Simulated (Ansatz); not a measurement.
**CH4GeO2 (SMILES O=C[O][GeH3]): revPBE/def2-SVP**

What is the vertical ionisation energy of CH4GeO2 at revPBE/def2-SVP? 

The calculation is run with Ansatz 0.2.0.

53 further runs of the same task are left out: 53 set aside as unsound or not needed. Runs told in other sessions of the task aren't counted.

**1. The system as given**

CH4GeO2 has 8 atoms, charge 0, and is taken as a singlet. As SMILES, `O=C[O][GeH3]`. The shape is that of a PBE0-D4/def2-TZVP optimisation. This is one conformer, not always the lowest.

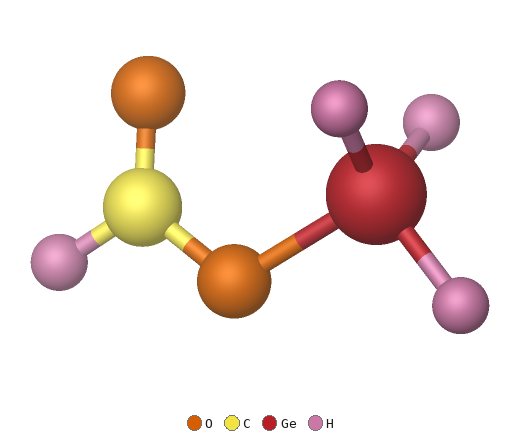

The structure, seen from a chosen angle (oxygen orange, carbon yellow, germanium red, hydrogen pink).

**2. A single-point energy at revPBE/def2-SVP**

The input, molecule.yaml:

```yaml
crystal:
  periodic: [false, false, false]
  atoms:
    - {symbol: O, position_ang: [1.249800, -0.737800, 1.111600]}
    - {symbol: C, position_ang: [1.395900, 0.277800, 0.484100]}
    - {symbol: O, position_ang: [0.493200, 0.797800, -0.322800]}
    - {symbol: Ge, position_ang: [-1.061900, -0.180000, -0.421000]}
    - {symbol: H, position_ang: [2.310300, 0.889700, 0.516800]}
    - {symbol: H, position_ang: [-1.700900, -0.218500, 0.966900]}
    - {symbol: H, position_ang: [-0.732900, -1.562300, -0.983900]}
    - {symbol: H, position_ang: [-1.861500, 0.676100, -1.407500]}
basis:
  gaussian:
    orbitals: def2-SVP
hamiltonian:
  xc: {name: revPBE}
accuracy: high
output: {orbitals: {seedname: orbitals}}
```

Started as:

```bash
ansatz run molecule.yaml --threads 1 --pin off --max-ram 2610MiB --events-out events.jsonl --progress --plain --runs-dir runs
```

What it wrote:

```text
Warning: RAYON_NUM_THREADS=1 ignored (pool sized by the plan → 1); use --threads N
Functional definition: revPBE
  name "revPBE"
  parameter kappa = 1.245
  parameter beta = 0.06672455060314922
  exchange = pbe_x(kappa = kappa, mu = beta*pi^2/3)
  correlation = pbe_c(beta = beta)
2075 factors; integrals over basis functions are off by at most 4.6e-9 eV
mean field evaluation 1: about -61692.5143 eV, gradient 5.6e1 eV
mean field evaluation 2: about -61672.1078 eV, gradient 1.1e2 eV
mean field evaluation 4: about -61697.5064 eV, gradient 1.6e1 eV
mean field evaluation 8: about -61697.9363 eV, gradient 1.8e-1 eV
mean field evaluation 16: about -61697.9363 eV, gradient 1.4e-5 eV
mean field -61697.93632172 eV, -2267.3573394601 hartree, gradient 5.9e-8 eV, S^2 0.000000; 0 other end points of the search recorded, 0 dependent functions left out
reference -61697.93632578 eV, -2267.3573396091 hartree; 29, 29 occupied and 65, 65 virtual orbitals, 2075 factors
Total energy: -61697.93632578 eV, -2267.3573396091 hartree
```

It took 6.3 s on 1 thread of Arm Neoverse V2, shared host; peak memory 0.24 GiB.

**3. The doublet cation at the same level**

The input, run.yaml:

```yaml
crystal:
  periodic: [false, false, false]
  atoms:
    - {symbol: O, position_ang: [1.249800, -0.737800, 1.111600]}
    - {symbol: C, position_ang: [1.395900, 0.277800, 0.484100]}
    - {symbol: O, position_ang: [0.493200, 0.797800, -0.322800]}
    - {symbol: Ge, position_ang: [-1.061900, -0.180000, -0.421000]}
    - {symbol: H, position_ang: [2.310300, 0.889700, 0.516800]}
    - {symbol: H, position_ang: [-1.700900, -0.218500, 0.966900]}
    - {symbol: H, position_ang: [-0.732900, -1.562300, -0.983900]}
    - {symbol: H, position_ang: [-1.861500, 0.676100, -1.407500]}
basis:
  gaussian: {orbitals: def2-SVP}
total_charge: 1
magnetization: {spin_polarized: true, initial_magnetization: 1}
hamiltonian: {xc: {name: revPBE}}
accuracy: high
output: {orbitals: {seedname: orbitals}}
```

Started as:

```bash
ansatz run run.yaml --threads 1 --pin off --max-ram 2610MiB --events-out events.jsonl --progress --plain --runs-dir runs
```

What it wrote:

```text
Warning: RAYON_NUM_THREADS=1 ignored (pool sized by the plan → 1); use --threads N
Functional definition: revPBE
  name "revPBE"
  parameter kappa = 1.245
  parameter beta = 0.06672455060314922
  exchange = pbe_x(kappa = kappa, mu = beta*pi^2/3)
  correlation = pbe_c(beta = beta)
2075 factors; integrals over basis functions are off by at most 4.6e-9 eV
mean field evaluation 1: about -61670.1291 eV, gradient 6.3e1 eV
mean field evaluation 2: about -61381.4218 eV, gradient 2.0e2 eV
mean field evaluation 4: about -61668.1715 eV, gradient 6.6e1 eV
mean field evaluation 8: about -61684.1045 eV, gradient 2.0e1 eV
mean field evaluation 16: about -61687.5235 eV, gradient 9.5e-1 eV
mean field evaluation 32: about -61686.8961 eV, gradient 9.5e0 eV
mean field evaluation 64: about -61687.4687 eV, gradient 7.6e-1 eV
mean field -61687.53048297 eV, -2266.9749319391 hartree, gradient 1.3e-8 eV, S^2 0.753247; 6 other end points of the search recorded, 0 dependent functions left out
reference -61687.53048708 eV, -2266.9749320903 hartree; 29, 28 occupied and 65, 66 virtual orbitals, 2075 factors
Total energy: -61687.53048708 eV, -2266.9749320903 hartree
```

Wall time 23 s (1 thread of Arm Neoverse V2, shared host); peak memory 0.32 GiB.

**4. What came out**

Level: revPBE/def2-SVP.

| quantity | value |
| --- | --- |
| singlet CH4GeO2: total energy | -2267.35734 Eh |
| singlet CH4GeO2: HOMO energy | -6.44 eV |
| singlet CH4GeO2: LUMO energy | -0.86 eV |
| singlet CH4GeO2: HOMO–LUMO gap | 5.58 eV |
| doublet cation: total energy | -2266.97493 Eh |
| doublet cation: HOMO energy (highest over α and β) | -14.03 eV |
| doublet cation: LUMO energy (lowest over α and β) | -13.95 eV |
| doublet cation: ⟨S²⟩ | 0.753 |
| vertical ionisation energy (to the doublet cation) | 10.406 eV |

What this shows: The vertical ionisation energy comes to 10.41 eV (1004 kJ/mol). −ε(HOMO) before ionisation, 6.44 eV, is 3.97 eV below this ionisation energy.
